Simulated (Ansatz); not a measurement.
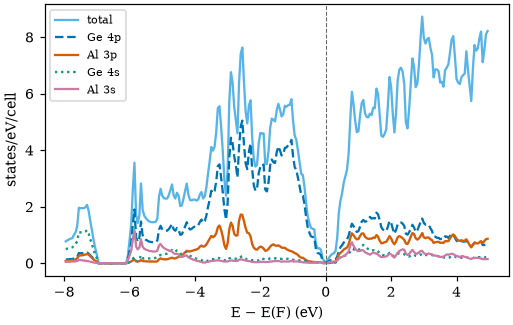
Total and projected density of states of Sr$_{3}$Al$_{2}$Ge$_{4}$ in space group C2/m (No. 12; Pearson symbol mS18), r²SCAN (plane waves, PAW; program Ansatz)

Task: Which orbitals carry the states next to the Fermi level?

Result: Within 0.5 eV of the Fermi level: Ge 4p 48 %, Al 3p 10 %, Al 3s 7 %, Ge 4s 6 %, outside the projected shells 25 %. Projections are on Löwdin-orthogonalised atomic valence shells; empty p or d shells of many metals are not among them.

Task: Where is the tallest occupied peak in this window, and what makes it?

Result: Near -2.5 eV, about 7.6 states/eV per cell; the largest projected share is Ge 4p.

The first step of the workflow began from a Materials Project structure, measured or hypothetical; the Crystallography Open Database copy checked does not list it. Its standing as an ambient phase is unchecked. The r²SCAN relaxation kept the symmetry of its start; whether a distortion lowers the energy is not shown. Scalar-relativistic: spin–orbit coupling is off unless named, which matters more the heavier the elements.

Potentials: the later of the program's two PAW sets.
